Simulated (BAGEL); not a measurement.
# SnNH4F (SMILES [NH2][SnH2][F]), step by step

We compute the energy (HF/ANO-RCC-VDZP), then the energy (NEVPT2(2,2)/ANO-RCC-VDZP) of SnNH4F. 

The results are computed with BAGEL 1.2.2.

1 further run of the same task is left out (set aside as unsound or not needed).

## (1) The structure to begin with

The species is SnNH4F (7 atoms), meant as a singlet with charge 0. SMILES: `[NH2][SnH2][F]`. The N1–H5 distance was set to 1.361 Å, away from the relaxed value.

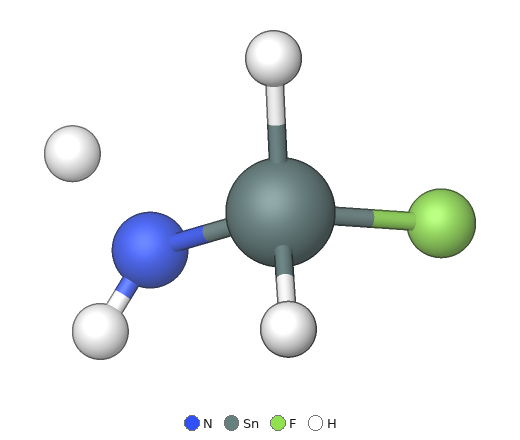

The structure, seen from a chosen angle (nitrogen blue, tin teal, fluorine green, hydrogen white).

## (2) A single-point energy at HF/ANO-RCC-VDZP (DKH2, density fitting with AutoAux) (run 1)

Input file input.json:

```json
{ "bagel": [

{
  "title": "molecule",
  "basis": "ano-rcc-vdzp.json",
  "df_basis": "ano-rcc-vdzp-autoaux.json",
  "dkh": true,
  "geometry": [
    { "atom": "N", "xyz": [    -1.79315545,     0.14225669,    -1.15844747 ] },
    { "atom": "Sn", "xyz": [     0.70562940,    -0.14762729,     1.64949658 ] },
    { "atom": "F", "xyz": [     0.20711965,    -3.47808062,     3.02805179 ] },
    { "atom": "H", "xyz": [    -3.22859141,     1.37643682,    -0.94415253 ] },
    { "atom": "H", "xyz": [    -0.88722642,     0.23716063,    -3.56345655 ] },
    { "atom": "H", "xyz": [    -0.02115926,     1.81050692,     4.08894404 ] },
    { "atom": "H", "xyz": [     3.72389997,    -0.21698024,     0.55440029 ] }
  ]
},

{
  "title": "hf"
},

{
  "title": "print",
  "file": "orbitals.molden",
  "orbitals": true
}

]}
```

The basis set ANO-RCC-VDZP is read from a file made from the Basis Set Exchange's data (not shown).

Launch:

```sh
$ BAGEL_NUM_THREADS=1 BAGEL input.json > input.out
```

The program printed:

```text
* using 1 threads per process

  ===============================================================
  ===============================================================

  *** Geometry ***

  { "atom" : "N", "xyz" : [     -1.793155,      0.142257,     -1.158447 ] },
  { "atom" : "Sn", "xyz" : [      0.705629,     -0.147627,      1.649497 ] },
  { "atom" : "F", "xyz" : [      0.207120,     -3.478081,      3.028052 ] },
  { "atom" : "H", "xyz" : [     -3.228591,      1.376437,     -0.944153 ] },
  { "atom" : "H", "xyz" : [     -0.887226,      0.237161,     -3.563457 ] },
  { "atom" : "H", "xyz" : [     -0.021159,      1.810507,      4.088944 ] },
  { "atom" : "H", "xyz" : [      3.723900,     -0.216980,      0.554400 ] },

  Number of auxiliary basis functions:     1010

  Since a DF basis is specified, we compute 2- and 3-index integrals:
    o Being stored without compression. Storage requirement is 0.067 GB

  Number of basis functions:       91
  Number of electrons      :       70

    * METHOD: MOLECULE                             1.55

  *** RHF ***

  === Nuclear Repulsion ===
   293.2261209075

      * DIIS with orbital gradients will be used.

  === RHF iteration (ano-rcc-vdzp.json) ===
      0      -6328.46438748          0.02382557           0.25
      1      -6328.61598704          0.01873312           0.27
      2      -6328.79407722          0.00146311           0.24
      3      -6328.79576121          0.00065081           0.24
      4      -6328.79606674          0.00016500           0.23
      5      -6328.79609912          0.00007924           0.22
      6      -6328.79610463          0.00002846           0.24
      7      -6328.79610596          0.00000399           0.26
      8      -6328.79610599          0.00000131           0.24
      9      -6328.79610599          0.00000061           0.23
     10      -6328.79610599          0.00000023           0.23
     11      -6328.79610599          0.00000012           0.23
     12      -6328.79610599          0.00000004           0.24
     13      -6328.79610599          0.00000002           0.24
     14      -6328.79610599          0.00000001           0.24
     15      -6328.79610599          0.00000000           0.25
    * SCF iteration converged.

    * Permanent dipole moment:
           (   -0.332025,    -1.645035,     0.662539) a.u.

    * METHOD: HF                                   5.05

    * METHOD: PRINT                                0.01

  ===============================================================
```

Wall time 7.2 s (1 thread of Intel Xeon 6975P-C (Granite Rapids), shared host); peak memory 0.26 GiB.

## (3) A single-point energy at NEVPT2(2,2)/ANO-RCC-VDZP (DKH2, density fitting with AutoAux) (run 2)

Input file job.json:

```json
{ "bagel" : [

{
  "title" : "molecule",
  "basis" : "ano-rcc-vdzp.json",
  "df_basis" : "ano-rcc-vdzp-autoaux.json",
  "dkh" : true,
  "geometry" : [
    { "atom" : "N", "xyz" : [    -1.79315545,     0.14225669,    -1.15844747 ] },
    { "atom" : "Sn", "xyz" : [     0.70562940,    -0.14762729,     1.64949658 ] },
    { "atom" : "F", "xyz" : [     0.20711965,    -3.47808062,     3.02805179 ] },
    { "atom" : "H", "xyz" : [    -3.22859141,     1.37643682,    -0.94415253 ] },
    { "atom" : "H", "xyz" : [    -0.88722642,     0.23716063,    -3.56345655 ] },
    { "atom" : "H", "xyz" : [    -0.02115926,     1.81050692,     4.08894404 ] },
    { "atom" : "H", "xyz" : [     3.72389997,    -0.21698024,     0.55440029 ] }
  ]
},

{
  "title" : "hf"
},

{
  "title" : "nevpt2",
  "nstate" : 1,
  "nact" : 2,
  "nclosed" : 34,
  "active" : [33, 36],
  "maxiter" : 200,
  "natocc" : true,
  "ncore" : 20
},

{
  "title" : "print",
  "file" : "orbitals.molden",
  "orbitals" : true
}

]}
```

The basis set ANO-RCC-VDZP is read from a file made from the Basis Set Exchange's data (not shown).

Launch:

```sh
$ BAGEL_NUM_THREADS=1 BAGEL job.json > job.out
```

The program printed:

```text
* using 1 threads per process

  ===============================================================
  ===============================================================

  *** Geometry ***

  { "atom" : "N", "xyz" : [     -1.793155,      0.142257,     -1.158447 ] },
  { "atom" : "Sn", "xyz" : [      0.705629,     -0.147627,      1.649497 ] },
  { "atom" : "F", "xyz" : [      0.207120,     -3.478081,      3.028052 ] },
  { "atom" : "H", "xyz" : [     -3.228591,      1.376437,     -0.944153 ] },
  { "atom" : "H", "xyz" : [     -0.887226,      0.237161,     -3.563457 ] },
  { "atom" : "H", "xyz" : [     -0.021159,      1.810507,      4.088944 ] },
  { "atom" : "H", "xyz" : [      3.723900,     -0.216980,      0.554400 ] },

  Number of auxiliary basis functions:     1010

  Since a DF basis is specified, we compute 2- and 3-index integrals:
    o Being stored without compression. Storage requirement is 0.067 GB

  Number of basis functions:       91
  Number of electrons      :       70

    * METHOD: MOLECULE                             1.53

  *** RHF ***

  === Nuclear Repulsion ===
   293.2261209075

      * DIIS with orbital gradients will be used.

  === RHF iteration (ano-rcc-vdzp.json) ===
      0      -6328.46438748          0.02382557           0.26
      1      -6328.61598704          0.01873312           0.27
      2      -6328.79407722          0.00146311           0.25
      3      -6328.79576121          0.00065081           0.24
      4      -6328.79606674          0.00016500           0.23
      5      -6328.79609912          0.00007924           0.23
      6      -6328.79610463          0.00002846           0.23
      7      -6328.79610596          0.00000399           0.25
      8      -6328.79610599          0.00000131           0.24
      9      -6328.79610599          0.00000061           0.25
     10      -6328.79610599          0.00000023           0.23
     11      -6328.79610599          0.00000012           0.24
     12      -6328.79610599          0.00000004           0.25
     13      -6328.79610599          0.00000002           0.23
     14      -6328.79610599          0.00000001           0.23
     15      -6328.79610599          0.00000000           0.33
    * SCF iteration converged.

    * Permanent dipole moment:
           (   -0.332025,    -1.645035,     0.662539) a.u.

    * METHOD: HF                                   5.16

    * freezing 20 orbitals
  ---------------------------
      CASSCF calculation
  ---------------------------

    ==== Active orbitals : =====
         Orbital 33
         Orbital 36
    ============================

    * nstate   :      1
    * nclosed  :     34
    * nact     :      2
    * nvirt    :     55
  === CASSCF iteration (ano-rcc-vdzp.json) ===

    * Using the second-order algorithm

      0  0     -6328.79640922     6.16e-05      0.08

      1  0     -6328.79790348     2.81e-04      1.38

      2  0     -6328.81998802     1.42e-03      1.05

      3  0     -6328.82631216     4.19e-04      1.33

      4  0     -6328.82661412     9.28e-05      1.33

      5  0     -6328.82662047     3.10e-05      1.30

      6  0     -6328.82662084     1.05e-05      1.37

      7  0     -6328.82662087     3.47e-06      1.61

      8  0     -6328.82662087     1.14e-06      1.84

      9  0     -6328.82662087     3.69e-07      1.40

     10  0     -6328.82662087     1.19e-07      1.31

     11  0     -6328.82662087     3.87e-08      1.22

     12  0     -6328.82662087     1.24e-08      1.18

     13  0     -6328.82662087     4.11e-09      1.06

    * Second-order optimization converged. *

     guess   0:   closed 1.                   open ..

  === FCI iteration ===

      0  0     -6328.79515713     9.15e-02      0.00
      1  0     -6328.82652879     4.03e-03      0.00
      2  0 *   -6328.82662087     8.16e-16      0.00

     * ci vector, state   0, <S^2> = 0.0000
       2.     0.9855222053
       .2    -0.1695464033

  === DF-NEVPT2 calculation ===

    * 3-index integral transformation done
    * assembly done

      NEVPT2 correlation energy:   -0.8814813596      0.18

          (+0)     -0.7150196239
          (+0)'    -0.1182769377
          (+1)     -0.0068065580
          (+1)'    -0.0000280750
          (+2)     -0.0004543778
          (-1)     -0.0349706593
          (-1)'    -0.0002616578
          (-2)     -0.0056634700

      NEVPT2 total energy:       -6329.7081022328

    * METHOD: NEVPT2                              19.21

    * METHOD: PRINT                                0.01

  ===============================================================
```

It took 26 s on 1 thread of Intel Xeon 6975P-C (Granite Rapids), shared host; peak memory 0.29 GiB.

## (4) Outcome

```
                                     quantity           value
         run 1, HF/ANO-RCC-VDZP: total energy  -6328.79611 Eh
        run 1, HF/ANO-RCC-VDZP: dipole moment          4.59 D
          run 1, HF/ANO-RCC-VDZP: HOMO energy       -11.20 eV
          run 1, HF/ANO-RCC-VDZP: LUMO energy         1.75 eV
        run 1, HF/ANO-RCC-VDZP: HOMO–LUMO gap        12.96 eV
run 2, NEVPT2(2,2)/ANO-RCC-VDZP: total energy  -6329.70810 Eh
```
